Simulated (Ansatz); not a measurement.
The compound is CsPdCl3 (cubic perovskite) (Pm-3m).

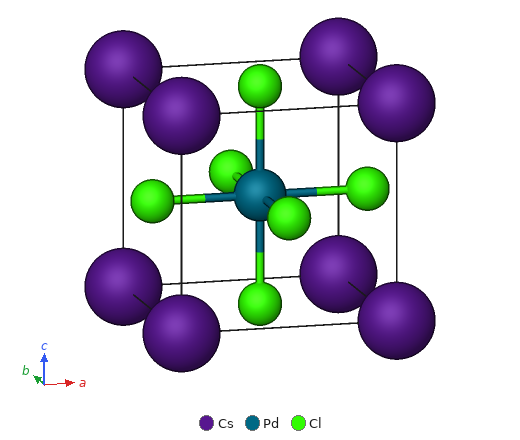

The structure (caesium purple, palladium blue, chlorine green). Some periodic images of atoms are drawn too.

The structure was built from a prototype and need not be the compound's stable phase.

```
Cs Pd Cl
1.0
     0.00000   -4.87164    0.00000
     0.00000    0.00000    4.87164
    -4.87164    0.00000    0.00000
Cs Pd Cl
1 1 3
Direct
  0.00000 0.00000 0.00000
  0.50000 0.50000 0.50000
  0.50000 0.50000 0.00000
  0.50000 0.00000 0.50000
  0.00000 0.50000 0.50000
```

The structure was relaxed with LDA. The structure type comes from a generator and need not be one that this composition takes. The structure was generated from a model, not taken from a measurement. The runs that relaxed it are not among those shown. The program's search for lower electronic states was switched off, so nothing shows that the state found is the lowest. Spin-orbit coupling is left out unless a run names it. PAW set soft_2, made with PBE.

A constrained-RPA run (Ansatz 0.2.0; non-magnetic LDA; Pd d + anion p, bands v13 to c1, 4×4×4 mesh, medium accuracy) builds 14 functions on bands 8.7 eV wide, with 26.0 electrons in the window. The bare on-site interaction is 17.5 eV and the bare J 0.66 eV.

Q: What U and J survive the screening?

On the Pd d shell, U = 6.39 eV (37 % of the bare value), U′ = 5.37 eV, J = 0.51 eV.

The parent state is non-magnetic and the interaction static (zero frequency); U depends on the window and the orbitals, so it belongs to this model alone. A window that holds the anion p bands defines a model with explicit ligands; its U belongs to that model and is not the U of DFT+U.

[Paths, hosts, dates, memory and timing lines, banners, echoed tables and standing remarks are left out of the program output.]

[Logs are printed without paths, hosts, clocks, repeated set-up lines and the standing remarks that a program may print on its own settings, such as how far it seeks lower states.]

[Runs of the session that timed out or met a known fault of the program may be left out.]

[Hosts, paths, dates, database ids (printed as entryN), source tags and the programs' standing remarks are cut or masked in the printed files.]
